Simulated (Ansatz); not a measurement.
Where the default PAW files enter, the runs use the earlier of Ansatz's two default sets.

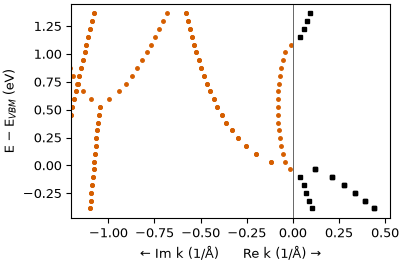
Figure. Complex bands at the centre of the two-dimensional zone; r2SCAN in Ansatz (a program for electronic structure)

The gap is the functional's own. No spin-orbit coupling. Mid-gap values are those at the computed energy nearest the middle.

Problem. This is CdSe (P6_3mc, wurtzite, 4 atoms a cell, 29.0 Å³ an atom) along the normal of (001). Read off the slowest decay at the centre of the two-dimensional zone at 0.53 eV, the computed energy nearest the middle of the gap.

Solution. κ ≈ 0.08 1/Å, a decay length 1/(2κ) of the density of 6.1 Å.
